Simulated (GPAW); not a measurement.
## Property calculation of CH₄OSi

CH₄OSi, computed with PBE/real-space grid, scalar-relativistic datasets (GPAW 26.7.0).

The geometry comes from this level: GFN2-xTB.

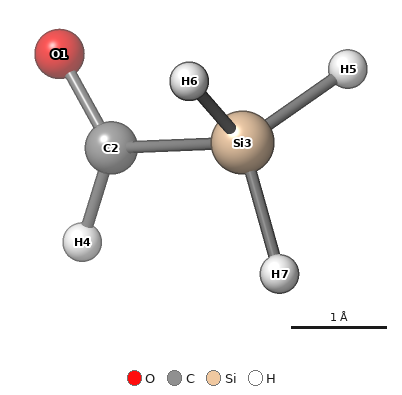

**Figure 1.** The structure (ball-and-stick view, seen at a tilt; atoms are numbered from 1 in the order of the input). Bond lengths as drawn: C–H 1.11 Å, C–O 1.20 Å, C–Si 1.92 Å and H–Si 1.46 Å.

## Input file (sp.py)
```python
import numpy as np
from ase.io import read
from ase.units import Debye
from gpaw import GPAW

# Structure
mol = read('mol.xyz')
mol.center(vacuum=4.5)

# Calculator
gpaw_calc = GPAW(mode='fd', h=0.18, xc='PBE', maxiter=150, txt='-')
mol.calc = gpaw_calc

energy = mol.get_potential_energy()
print(f'Energy                  {energy:.5f} eV')
forces = mol.get_forces()
print('Forces (eV/Ang)')
for symbol, f in zip(mol.symbols, forces):
    print(f'{symbol:2} {f[0]:9.4f} {f[1]:9.4f} {f[2]:9.4f}')
dipole = mol.get_dipole_moment() / Debye
print(f'Dipole = {np.linalg.norm(dipole):.3f} D')
homo, lumo = gpaw_calc.get_homo_lumo()
print(f'HOMO                    {homo:.3f} eV')
print(f'LUMO                    {lumo:.3f} eV')
print(f'Gap = {lumo - homo:.3f} eV')
```

## File mol.xyz
```
7

O     -1.789470    -0.934380    -0.263690
C     -0.616520    -0.929400     0.008910
Si     0.451910     0.669790    -0.003950
H     -0.125890    -1.890600     0.281950
H      0.432260     1.194430    -1.365880
H     -0.152850     1.607980     0.936420
H      1.800570     0.282170     0.406230
```

Hardware: 1 thread of Arm Neoverse V1, 24 GiB of memory available, shared host.

Command:
```bash
python sp.py
```

## The program's output
```
__  _  _
 | _ |_)|_||  |
 |__||  | ||/\| - 26.7.0

units:  Angstrom and eV
cores:  1
OpenMP: False

Versions:
  Python: 3.12.14
  ASE:    3.29.0
  Numpy:  2.5.5
  Scipy:  1.18.1
  Libxc:  7.0.0

        _gpaw.cpython-312-aarch64-linux-gnu.so

Input parameters:
  mode=FD(),
  h=0.18,
  maxiter=150,
  xc=XC(name='PBE')

Diagonalizing LCAO Hamiltonian
Converting LCAO to fd mode
         .------------------------------.
        /|                              |
       / |                              |
      /  |                              |
     /   |                              |
    /    |                              |
   /     |                              |
  /      |                              |
 *       |           H                  |
 |       |                              |
 |       |            Si H              |
 |       |        C                     |
 |       |      O  H  H                 |
 |       |                              |
 |       .------------------------------.
 |      /                              /
 |     /                              /
 |    /                              /
 |   /                              /
 |  /                              /
 | /                              /
 |/                              /
 *------------------------------*

Atoms  # Å, Bohr magnetons
|   | symbol |        x |        y |        z |    initial magnetic moments |
|---|--------|----------|----------|----------|-----------------------------|
| 0 |      O | 4.500000 | 5.456220 | 5.602190 | ( 0.0000,  0.0000,  0.0000) |
| 1 |      C | 5.672950 | 5.461200 | 5.874790 | ( 0.0000,  0.0000,  0.0000) |
| 2 |     Si | 6.741380 | 7.060390 | 5.861930 | ( 0.0000,  0.0000,  0.0000) |
| 3 |      H | 6.163580 | 4.500000 | 6.147830 | ( 0.0000,  0.0000,  0.0000) |
| 4 |      H | 6.721730 | 7.585030 | 4.500000 | ( 0.0000,  0.0000,  0.0000) |
| 5 |      H | 6.136620 | 7.998580 | 6.802300 | ( 0.0000,  0.0000,  0.0000) |
| 6 |      H | 8.090040 | 6.672770 | 6.272110 | ( 0.0000,  0.0000,  0.0000) |

Unit cell  # Å
| periodic |         x |         y |         z |   lengths |    angles |
|----------|-----------|-----------|-----------|-----------|-----------|
|       no | 12.590040 |  0.000000 |  0.000000 | 12.590040 | 90.000000 |
|       no |  0.000000 | 12.498580 |  0.000000 | 12.498580 | 90.000000 |
|       no |  0.000000 |  0.000000 | 11.302300 | 11.302300 | 90.000000 |

Number of symmetries: 1
Symmetry operations  # r_c * U_cc + t_c -> r_c
|   | kind |            matrix            |
|---|------|------------------------------|
| 0 |  E   |  1, 0, 0,  0, 1, 0,  0, 0, 1 |

BZ-sampling:
  Number of BZ points: 1
  Number of IBZ points: 1

  Monkhorst-Pack size: [1, 1, 1]
  Monkhorst-Pack shift: [0, 0, 0]

K-points  # in reciprocal-cell coordinates
|   |                                coordinates |     weight |
|---|--------------------------------------------|------------|
| 0 | (  0.00000000,   0.00000000,   0.00000000) | 1.00000000 |

Uniform wave function grid shape: (np.int64(67), np.int64(67), np.int64(63))
Spin-components: 1 (collinear spins)
Bands:           15
Projectors:      27
Spin-degeneracy: 2
Datatype:        float64

  Storage: CPU
  Wave functions: 33_936_840 bytes (33_936_840 per core)

Parallelization:
  kpt:    1
  domain: 1
  band:   1

Density:
  Valence electrons: 18.0
  Components: 1
  Grid points: [68 68 64]
  Charge: 0.0  # |e|

Potential:
  Grid points: [68 68 64]

species:
  O:
    name:    Oxygen
    Z:       8.0
    valence: 6
    core:    2
    charge:  0.0  # [|e|]
    file:    O.PBE.gz
    compensation charges:
      type: gauss
      rc: 0.21  # [Å]
      lmax: 2
    cutoffs:
      filter: 1.17  # [Å]
      core: 0.83  # [Å]
    projectors
    | kind |    occ | energy [eV] | rcut [Å] |
    |------|--------|-------------|----------|
    |   2s |  2.000 |     -23.961 |    0.688 |
    |   2p |  4.000 |      -9.029 |    0.598 |
    |    s |        |       3.251 |    0.688 |
    |    p |        |      18.182 |    0.598 |
    |    d |        |       0.000 |    0.619 |

    Using partial waves for O as LCAO basis

  C:
    name:    Carbon
    Z:       6.0
    valence: 4
    core:    2
    charge:  0.0  # [|e|]
    file:    C.PBE.gz
    compensation charges:
      type: gauss
      rc: 0.20  # [Å]
      lmax: 2
    cutoffs:
      filter: 1.14  # [Å]
      core: 1.14  # [Å]
    projectors
    | kind |    occ | energy [eV] | rcut [Å] |
    |------|--------|-------------|----------|
    |   2s |  2.000 |     -13.751 |    0.635 |
    |   2p |  2.000 |      -5.284 |    0.635 |
    |    s |        |      13.461 |    0.635 |
    |    p |        |      21.927 |    0.635 |
    |    d |        |       0.000 |    0.635 |

    Using partial waves for C as LCAO basis

  Si:
    name:    Silicon
    Z:       14.0
    valence: 4
    core:    10
    charge:  0.0  # [|e|]
    file:    Si.PBE.gz
    compensation charges:
      type: gauss
      rc: 0.33  # [Å]
      lmax: 2
    cutoffs:
      filter: 1.86  # [Å]
      core: 2.06  # [Å]
    projectors
    | kind |    occ | energy [eV] | rcut [Å] |
    |------|--------|-------------|----------|
    |   3s |  2.000 |     -10.812 |    1.058 |
    |   3p |  2.000 |      -4.081 |    1.058 |
    |    s |        |      16.399 |    1.058 |
    |    p |        |      23.130 |    1.058 |
    |    d |        |       0.000 |    1.058 |

    Using partial waves for Si as LCAO basis

  H:
    name:    Hydrogen
    Z:       1.0
    valence: 1
    core:    0
    charge:  0.0  # [|e|]
    file:    H.PBE.gz
    compensation charges:
      type: gauss
      rc: 0.15  # [Å]
      lmax: 2
    cutoffs:
      filter: 0.85  # [Å]
      core: 0.53  # [Å]
    projectors
    | kind |    occ | energy [eV] | rcut [Å] |
    |------|--------|-------------|----------|
    |   1s |  1.000 |      -6.494 |    0.476 |
    |    s |        |      20.717 |    0.476 |
    |    p |        |       0.000 |    0.476 |

    Using partial waves for H as LCAO basis

Reference energy: -11004.785316  # eV

eigensolver:
  PPCG
  Converge bands: occupied
  niter=2

density mixing:
  MSR1-Mixer
  Pratt-step length: 0.05
  Maximum mixing coefficient: 0.75
  Old densities: 10
  SVD Regularization: 0.005
  Good broyden scale: 1.0
  Trust region scale: 1.0
  Backstep threshold: 4.0
  History deletion threshold: 6.0
  Fourier metric: weight=20.0, sigma=0.015

occupation numbers:
  # Zero width

FastPoissonSolver using
    Stencil: 6*3+1=19 point O(h^6) finite-difference Laplacian
    FFT axes: []
    FST axes: [np.int64(2), np.int64(0), np.int64(1)]

xc functional:
  name: PBE with 2 nearest neighbor stencil
interpolation: tri-quintic # 5. degree polynomial

Initialization done in: 2.269 s

convergence criteria:
- Maximum [total energy] change in last 3 cyles: 0.0005 eV / valence electron
- Maximum integral of absolute [dens]ity change: 0.0001 electrons / valence electron
- Maximum integral of absolute [eigenst]ate change: 4e-08 eV^2 / valence electron
maximum number of iterations: 150

SCF iterations
|iter     |     time |      energy | eigst |  dens |
|---------|----------|-------------|-------|-------|
|iter:   1| 00:00:03 |  -36.499599 | +1.22 |       |
|iter:   2| 00:00:04 |  -36.201643 | +0.01 | -0.63 |
|iter:   3| 00:00:06 |  -34.427632 | +0.20 | -0.67 |
|iter:   4| 00:00:07 |  -34.161818 | +0.12 | -1.14 |
|iter:   5| 00:00:09 |  -34.145171 | -0.78 | -1.59 |
|iter:   6| 00:00:10 |  -34.149535 | -1.83 | -1.88 |
|iter:   7| 00:00:12 |  -34.150396c| -2.74 | -2.34 |
|iter:   8| 00:00:14 |  -34.150468c| -3.62 | -2.93 |
|iter:   9| 00:00:15 |  -34.150472c| -4.36 | -3.62 |
|iter:  10| 00:00:17 |  -34.150472c| -5.01 | -4.10c|
|iter:  11| 00:00:18 |  -34.150473c| -5.65 | -4.70c|
|iter:  12| 00:00:20 |  -34.150473c| -6.28 | -5.08c|
|iter:  13| 00:00:21 |  -34.150473c| -6.86 | -5.60c|
|iter:  14| 00:00:23 |  -34.150473c| -7.45c| -5.72c|

Converged in 14 steps
SCF loop duration: 21.080 s (1.506 s/step)
Energy contributions relative to reference atoms: (reference = -11004.785316)

Energy contributions:
  Kinetic:          44.052290
  Coulomb:         -47.123354
  Zero:              0.543670
  External:          0.000000
  Xc:              -31.623078
  Entropy:           0.000000
  Spinorbit:         0.000000
  ----------------------------
  Free energy:     -34.150473
  Extrapolated:    -34.150473

dipole moment: (0.430050, 0.061870, 0.090839)  # |e|*Ang

Fermi level: -4.341
Eigenvalues  # (at kpt = [0.000, 0.000, 0.000])
| band index |      eig [eV] | occ [0-2] |
|------------|---------------|-----------|
|          0 |       -26.662 |     2.000 |
|          1 |       -15.591 |     2.000 |
|          2 |       -13.402 |     2.000 |
|          3 |       -11.328 |     2.000 |
|          4 |       -10.288 |     2.000 |
|          5 |       -10.222 |     2.000 |
|          6 |        -8.899 |     2.000 |
|          7 |        -8.848 |     2.000 |
|          8 |        -5.712 |     2.000 |
|          9 |        -2.971 |     0.000 |
|         10 |        -0.770 |     0.000 |
|         11 |        -0.179 |     0.000 |
|         12 |         0.063 |     0.000 |
|         13 |         0.390 |     0.000 |
|         14 |         0.425 |     0.000 |

Gap: 2.741 eV
Transition (v -> c):
  (s=0, k=0, n=8, [0.00, 0.00, 0.00]) -> (s=0, k=0, n=9, [0.00, 0.00, 0.00])
No difference between direct/indirect transitions
vacuum-level: 0.000  # V
Energy                  -34.15047 eV

Forces  # eV/Ang
|        x |        y |        z |
|----------|----------|----------|
| -1.16927 |  0.07066 | -0.31267 |  # O    0
|  0.67489 | -0.06125 |  0.17414 |  # C    1
| -0.18032 | -0.38797 |  0.02609 |  # Si   2
|  0.22884 | -0.35622 |  0.10569 |  # H    3
|  0.03800 |  0.29552 | -0.57209 |  # H    4
| -0.20728 |  0.46420 |  0.38704 |  # H    5
|  0.61374 | -0.02114 |  0.16072 |  # H    6

Force computation time: 0.076  # s
Forces (eV/Ang)
O    -1.1693    0.0707   -0.3127
C     0.6749   -0.0612    0.1741
Si   -0.1803   -0.3880    0.0261
H     0.2288   -0.3562    0.1057
H     0.0380    0.2955   -0.5721
H    -0.2073    0.4642    0.3870
H     0.6137   -0.0211    0.1607
Dipole = 2.132 D
HOMO                    -5.712 eV
LUMO                    -2.971 eV
Gap = 2.741 eV
```

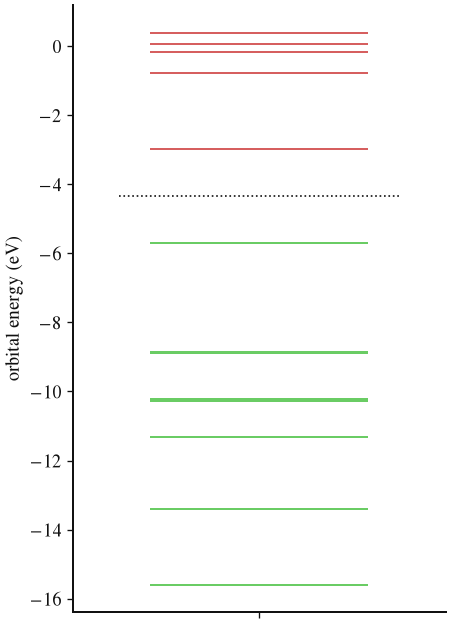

**Figure 2.** Orbital energies near the frontier; the dotted line parts filled from empty levels, and levels within 0.02 eV of each other stand side by side. Highest filled −5.71 eV, lowest empty −2.97 eV, 2.74 eV apart.

## Summary

| quantity | value |
| --- | --- |
| outcome | converged |
| energy relative to the program's reference atoms | −34.1505 eV |
| largest force | 1.212 eV/Å |
| HOMO | −5.71 eV |
| LUMO | −2.97 eV |
| dipole moment | 2.13 D |
| wall time | 24 s |
| peak memory | 0.73 GiB |
